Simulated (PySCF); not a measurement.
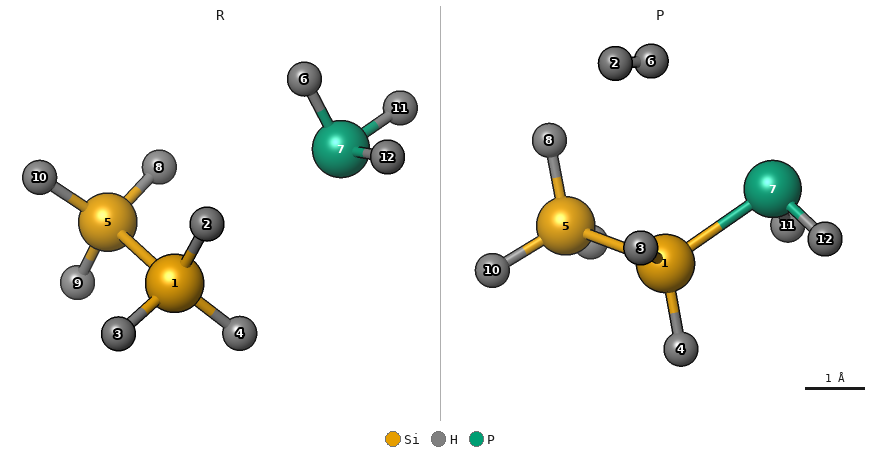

Reactant (R) and product (P) of one elementary step of Si₂PH₉. A ball-and-stick model, seen at a tilt.

Stationary points at PBE0-D4/def2-TZVP, single-point energies with PBE0-D4, PBE-D4, SPW92 (LDA), BHLYP-D4 (def2-TZVPP where no basis is named; PySCF 2.14.0). The energies are electronic, without zero-point or thermal terms, and both ends are the minima reached downhill from the saddle, with any fragments still in contact.

R:
```xyz
12

Si   -0.2312   -1.0863   -1.2073
H     0.9467   -0.2288   -1.5122
H    -0.1417   -2.3088   -2.0541
H    -1.4722   -0.3528   -1.5666
Si   -0.2387   -1.7244    1.0429
H     1.4090    2.2503    0.6417
P     0.0781    2.4059    0.1741
H    -0.2473   -0.5473    1.9499
H    -1.4401   -2.5553    1.3267
H     0.9728   -2.5393    1.3346
H    -0.1194    3.6193    0.8845
H     0.4838    3.0675   -1.0140
```

P:
```xyz
12

Si   -0.4809   -0.1473   -0.8906
H     3.1754    0.2641    0.0911
H     0.6952   -0.4764   -1.7415
H    -1.7146   -0.4306   -1.6758
Si   -0.4551   -1.4593    1.0446
H     2.7740    0.8572    0.3034
P    -0.2968    2.0235   -0.2897
H     0.7771   -1.1905    1.8324
H    -1.6381   -1.1309    1.8865
H    -0.5050   -2.9053    0.7000
H    -1.5961    2.0689    0.2833
H    -0.7352    2.5266   -1.5438
```

### What is the transition state like, and how high is the barrier?

Counted by bonded pieces, R holds PH₃ + Si₂H₆ and P holds H₂ + Si₂PH₇. From R over the saddle to P, bonds form: Si1–P7 (3.77 → 2.29 → 2.26 Å), H2–H6 (3.32 → 1.33 → 0.75 Å). Bonds break: Si1–H2 (1.49 → 1.90 → 3.81 Å), H6–P7 (1.42 → 1.50 → 3.34 Å). The saddle has one imaginary mode, 1366i cm⁻¹. With PBE0-D4 the barrier is 2.31 eV from R and 2.33 eV from P, and P lies 0.03 eV below R.

| level | barrier from R (eV) | barrier from P (eV) | P less R (eV) |
| --- | --- | --- | --- |
| PBE0-D4 | 2.31 | 2.33 | −0.03 |
| PBE-D4 | 2.08 | 2.15 | −0.07 |
| SPW92 (LDA) | 1.78 | 1.78 | 0.00 |
| BHLYP-D4 | 2.83 | 2.73 | 0.11 |

Saddle geometry:

```xyz
12

Si   -0.4077   -0.3199   -0.8959
H     1.3499    0.0952   -0.3148
H     0.1640   -0.8904   -2.1484
H    -1.8597   -0.1468   -1.2677
Si   -0.1732   -1.5640    1.0556
H     1.2382    1.1719    0.4565
P     0.0298    1.8100   -0.1627
H     0.2988   -0.6250    2.1121
H    -1.4274   -2.2109    1.5366
H     0.8497   -2.6202    0.8428
H    -0.8371    2.9594    0.0200
H     0.7747    2.3405   -1.2341
```

The saddle point in the same view, with dashed sticks for the bonds that form or break:

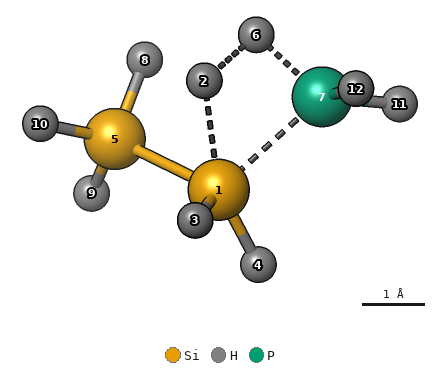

Limits of the set-up: the start holds two separate molecules, 3.2 Å apart at their closest, whose relative position is a soft coordinate.
